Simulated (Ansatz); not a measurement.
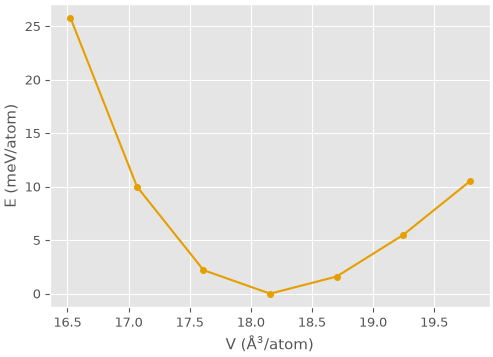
Figure. MoS$_{2}$ in space group P6_3/mmc (No. 194; Mo on 2c, S on 4f) under volume change, the program Ansatz at the r²SCAN+D4 level (PAW), shape and atoms relaxed at each volume.

Question: What does a third-order Birch–Murnaghan fit give for V₀, B₀ and B′?

Answer: V₀ = 18.17 Å³/atom, B₀ = 36.0 GPa, B′ = 13.5.

The r²SCAN+D4 relaxation kept the symmetry of its start; phonons on a q-mesh show no instability. The run is not spin-polarised.

Potentials: the later of the program's two PAW sets.
